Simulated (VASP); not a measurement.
Band structure of InSb (zinc blende). Calculation: modified Becke-Johnson potential (mBJ) with spin-orbit coupling, VASP's PBE PAW potentials (set 64) (plane waves; VASP 6.6.1).

mBJ is a potential without an energy functional, so only the levels count.

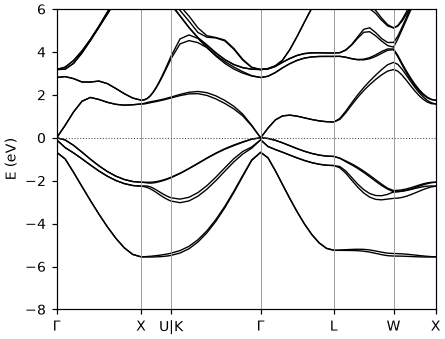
Bands along high-symmetry lines, zero at the valence-band maximum or, without a gap, the Fermi level

**Question.** Read the plot: is there a gap, and where are the band edges?

**Answer.** It has no gap at this level: it comes out as a metal or semimetal.

The compound is InSb in the zinc blende structure. It was relaxed first, which changed the volume by +7 %. The cell's shape comes from a PBE relaxation.
